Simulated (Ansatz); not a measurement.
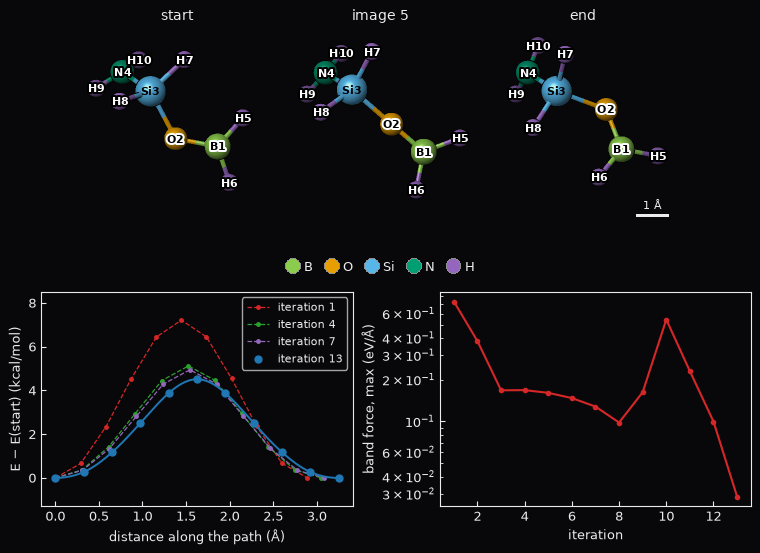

NEB run on BSiNH₆O. Images are numbered from 0 (start) to 10 (end). The plot follows the band through its iterations. A ball-and-stick model, seen from a free direction.

The calculation used RKS LDA/cc-pVDZ in Ansatz. Set-up: 9 movable images; climbing image; force threshold 0.05 eV/Å; iteration limit 60; starting path by image-dependent pair potential.

How did the profile develop, and is the result final?

Answer. The run is converged, with reservations. The band converged in 13 iterations. The largest component of the band force went from 0.73 to 0.029 eV/Å. The climbing image converged on the top of the path. Its vibrational analysis gives 2 imaginary modes over 30i cm⁻¹, so it isn't confirmed as a transition state. The first iteration put the highest image at 7.21 kcal/mol. The barrier is about 4.51 kcal/mol in both directions, with image 5 at the top; the ends have the same energy.

Cost: 2.9 min on 1 thread of Arm Neoverse V2, on a shared host, peak memory 0.26 GiB.
